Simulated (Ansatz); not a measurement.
Input file:

```
crystal:
  periodic: [false, false, false]
  atoms:
    - { symbol: Si, position_ang: [0.0, 0.0, 0.0] }
    - { symbol: H, position_ang: [0.0, 0.0, 1.46] }
    - { symbol: "N", position_ang: [1.7163, 0.0, -0.6061] }
    - { symbol: H, position_ang: [2.2145, -0.918, -0.7868] }
    - { symbol: H, position_ang: [2.2175, 0.918, -0.7783] }
    - { symbol: C, position_ang: [-0.8808, 1.5259, -0.6227] }
    - { symbol: H, position_ang: [-1.9334, 1.2723, -0.8671] }
    - { symbol: H, position_ang: [-0.8624, 2.3106, 0.1622] }
    - { symbol: H, position_ang: [-0.3704, 1.9025, -1.5336] }
    - { symbol: "N", position_ang: [-0.8572, -1.4851, -0.6061] }
    - { symbol: H, position_ang: [-1.3922, -2.1014, 0.0704] }
    - { symbol: H, position_ang: [-0.8219, -1.7344, -1.6357] }
basis:
  gaussian: { orbitals: "6-31G" }
hamiltonian:
  xc: { name: BHLYP }
relax:
  f_tol: 0.02
  max_steps: 40
output:
  orbitals: {}
```

Run with:

```sh
ansatz run input.yaml --threads 1 --pin off --max-ram 2048MiB --backend cpu --events-out ev --progress --plain --runs-dir out
```

The fields are those of the run's last geometry, not of the input's.

Computed with RKS BHLYP/6-31G in Ansatz 0.2.0.

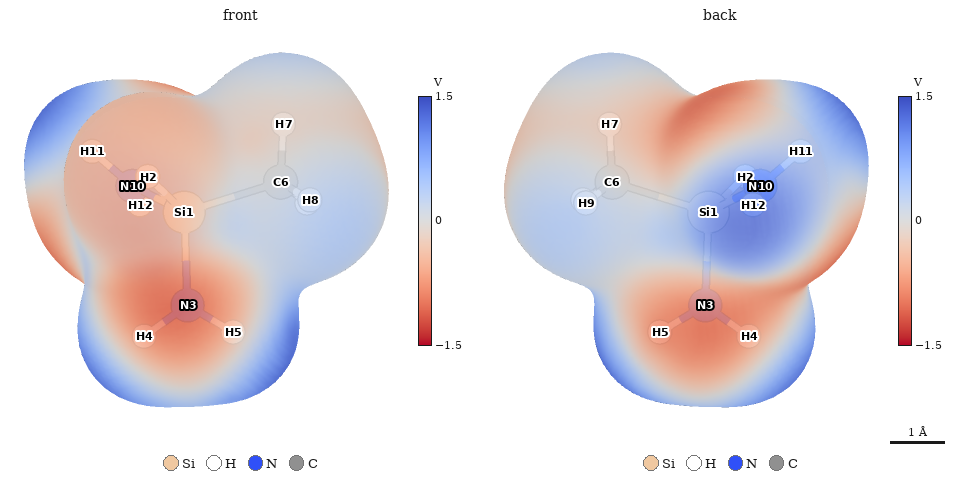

CH8N2Si. The electrostatic potential painted on the density surface at 0.001 e/bohr³, seen from the front and from behind; the colour scale runs from red (negative) to blue (positive).

Q: Which sites attract a positive test charge, and which a negative one?

A: A positive charge is drawn to the negative regions and a negative charge to the positive ones. The most negative region (about −1.0 V, or −23 kcal/mol for a unit charge) lies over N3 and N10, the most positive (about +1.2 V, or +28 kcal/mol for a unit charge) over H5, H11 and H12.
